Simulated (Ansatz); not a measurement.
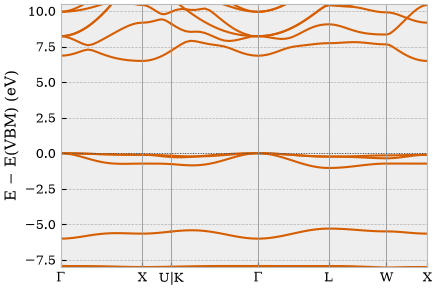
Figure: Band structure from plane-wave PAW r²SCAN (Ansatz code)

**Question.** Read off the gap and where the band edges lie.

**Answer.** About 6.5 eV (6.49 eV by a search for the band edges); maximum at Γ, minimum at X.

**Question.** Pick the material that matches.
(A) Rb2LiScF6, Fm-3m (Rb on 8c, Li on 4b, Sc on 4a, F on 24e)
(B) KRb2TlF6, Fm-3m (K on 4b, Rb on 8c, Tl on 4a, F on 24e)
(C) RbBH4, F-43m (Rb on 4a, B on 4b, H on 16e)
(D) RbBr, rock salt

**Answer.** C, RbBH4, F-43m (Rb on 4a, B on 4b, H on 16e)

The workflow started from a Materials Project entry (that database holds measured and hypothetical structures alike); the Crystallography Open Database copy checked does not list it. Its standing as an ambient phase is unchecked. The r²SCAN relaxation kept the symmetry of its start; whether a distortion lowers the energy is not shown. Spin–orbit coupling is left out wherever it is not named.

Potentials: the later of the program's two PAW sets.
